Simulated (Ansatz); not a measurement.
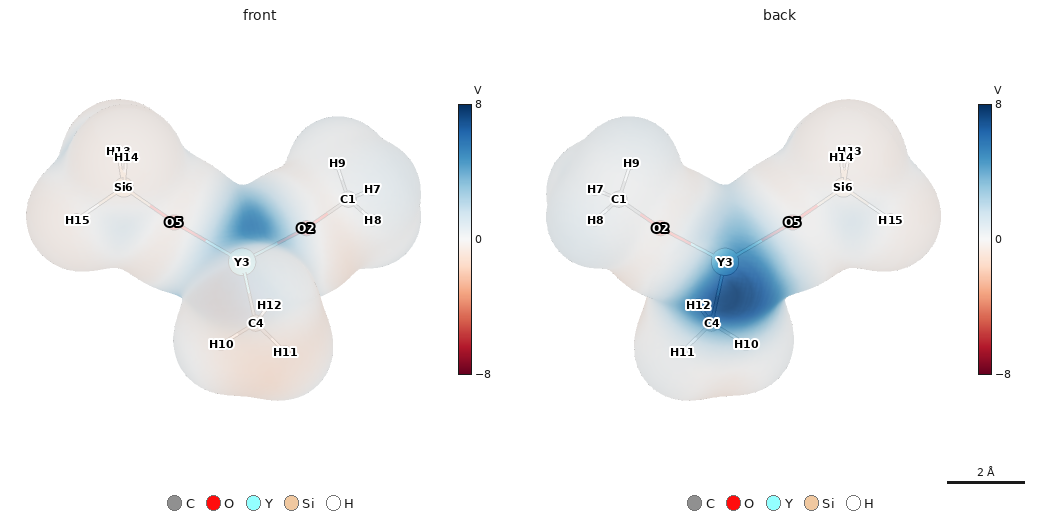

*C2H9O2SiY. The electrostatic potential painted on the density surface at 0.002 e/bohr³, seen from the front and from behind; red is negative and blue positive.*

Geometry: PBE0-D4/def2-TZVP; core potentials replace the inner electrons of Y.

Method: RKS PBE0-D4/def2-TZVPP (Ansatz 0.2.0).

```yaml
atoms:
  - { symbol: C, position_ang: [-3.0210, 0.8557, 0.7125] }
  - { symbol: O, position_ang: [-1.7570, 0.2865, 0.7652] }
  - { symbol: Y, position_ang: [0.1263, -0.3936, 0.6382] }
  - { symbol: C, position_ang: [0.2736, -2.7133, 0.1992] }
  - { symbol: O, position_ang: [1.6331, 0.7405, -0.1840] }
  - { symbol: Si, position_ang: [2.7324, 1.6590, -0.9460] }
  - { symbol: H, position_ang: [-3.6183, 0.4187, -0.0973] }
  - { symbol: H, position_ang: [-3.5660, 0.6907, 1.6505] }
  - { symbol: H, position_ang: [-2.9678, 1.9389, 0.5426] }
  - { symbol: H, position_ang: [1.2996, -3.1029, 0.2336] }
  - { symbol: H, position_ang: [-0.3246, -3.3305, 0.8829] }
  - { symbol: H, position_ang: [-0.1008, -2.9415, -0.8089] }
  - { symbol: H, position_ang: [2.5807, 3.0968, -0.5768] }
  - { symbol: H, position_ang: [2.5910, 1.5512, -2.4264] }
  - { symbol: H, position_ang: [4.1189, 1.2439, -0.5854] }
```

Question: Describe the electrostatic potential map.

Answer: The most negative region (about −1.0 V) lies over C4, the most positive (about +7.2 V) over Y3.
